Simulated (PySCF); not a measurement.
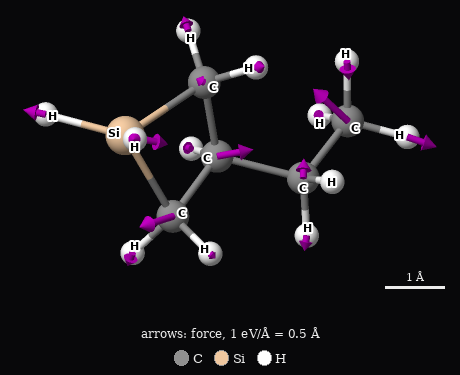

Starting geometry of C$_{5}$H$_{12}$Si with the computed forces as purple arrows. Style: ball-and-stick. Shown from a free direction.

The start comes from GFN2-xTB. Its atoms were then displaced at random by about 0.01 Å.

Level of theory: PySCF 2.14.0, density-fitted response routines, PBE0-D3(BJ)/def2-SVP geometry optimisation, gas phase. 

> What follows when this structure is relaxed?

It isn't relaxed: the largest force vector, on a C atom, is 1.94 eV/Å. The final displacements have little in common with the starting forces (cosine between the two patterns 0.07). The largest move after the best rigid fit is that of an H atom, 0.46 Å. Largest moves by element: H 0.46 Å, C 0.17 Å, Si 0.13 Å. Some distances before and after: C–C 1.507 → 1.555 Å, H–Si 1.453 → 1.496 Å, C–Si 1.929 → 1.894 Å, C–H 1.070 → 1.101 Å. Among the angles between lasting bonds that change: Si–C–H 115.3° → 122.5°, Si–C–H 114.3° → 110.5°, C–C–Si 90.7° → 87.0°. Over 9 geometry steps the energy falls by 4.75 kcal/mol.
